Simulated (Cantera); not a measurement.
Feed: 1 mol SiO2, 0.13 mol C, 0.099 mol N2, equilibrated at 10.0 Torr.

Cantera equilibrium calculation (NASA polynomials, part measured and part estimated; ideal gas, pure solids and liquids). Candidate condensed phases: C, Si, SiC, SiO2, Si2N2O, Si3N4; 56 gas species. Ions and electrons are included (thermal ionisation). The tables' values for SiO2, SiN are old estimates; treat these amounts as uncertain. Kinetics and transport are ignored.

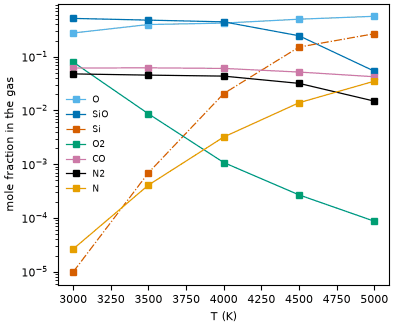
Figure. Equilibrium gas composition (values under 1e-9 drawn at 1e-9)

From 3000 K to 5000 K nothing is condensed. The main Si-bearing gas is SiO at 3000 K and Si at 5000 K.
